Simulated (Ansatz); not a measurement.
# BH3Se: the cost of one run

Program: Ansatz 0.2.0. Level of theory: RKS PBE0-D4/def2-TZVPD. These are calculated values, not measurements.

1 further run of the same task is left out (set aside as unsound or not needed).

## 1. Where the work starts

SMILES `B[SeH]`, 5 atoms, charge 0, spin multiplicity 1.

Atoms are counted from 1 here; the program's logs count them from 0.

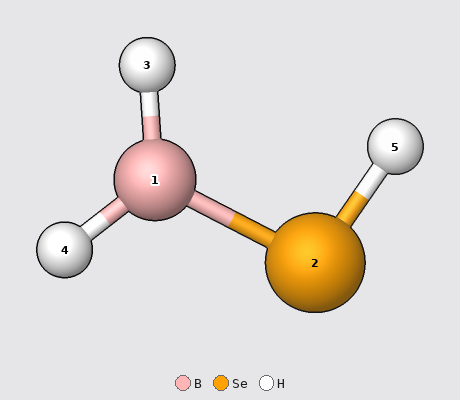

Start geometry, drawn with boron pink, selenium orange, hydrogen white; atoms are numbered from 1 in the order of the file.

Coordinates:

```mol
BH3Se
  3D, bonds by distance, orders not assigned

  5  4  0  0  0  0  0  0  0  0999 V2000
   -0.1179   -0.6413    0.0430 B   0  0
    1.0466    0.8623   -0.1443 Se  0  0
   -1.3135   -0.4988    0.1226 H   0  0
    0.4335   -1.7169    0.0728 H   0  0
    0.0011    1.9212   -0.1357 H   0  0
  1  2  8  0
  1  3  8  0
  1  4  8  0
  2  5  8  0
M  END
```

## 2. Relaxation

File input.yaml:

```yaml
crystal:
  periodic: [false, false, false]
  atoms:
    - { symbol: B, position_ang: [-0.117912, -0.641309, 0.043036] }
    - { symbol: Se, position_ang: [1.046647, 0.862314, -0.144303] }
    - { symbol: H, position_ang: [-1.313488, -0.498791, 0.122596] }
    - { symbol: H, position_ang: [0.433531, -1.716931, 0.072828] }
    - { symbol: H, position_ang: [0.001122, 1.921216, -0.135658] }
basis:
  gaussian: { orbitals: def2-TZVPD }
hamiltonian:
  xc: pbe0
  dispersion: d4
output:
  forces: true
relax:
  f_tol: 0.003
  max_steps: 120
```

Launch:

```bash
ansatz run input.yaml --threads 1 --pin off --max-ram 2560MiB --backend cpu --events-out ev --progress --plain --runs-dir out
```

Q: Estimate wall time and peak memory on 1 thread of Intel Xeon Platinum 8259CL at 2.50GHz (Skylake/Cascade Lake), shared host.

About 27 s, with a peak of 0.23 GiB.
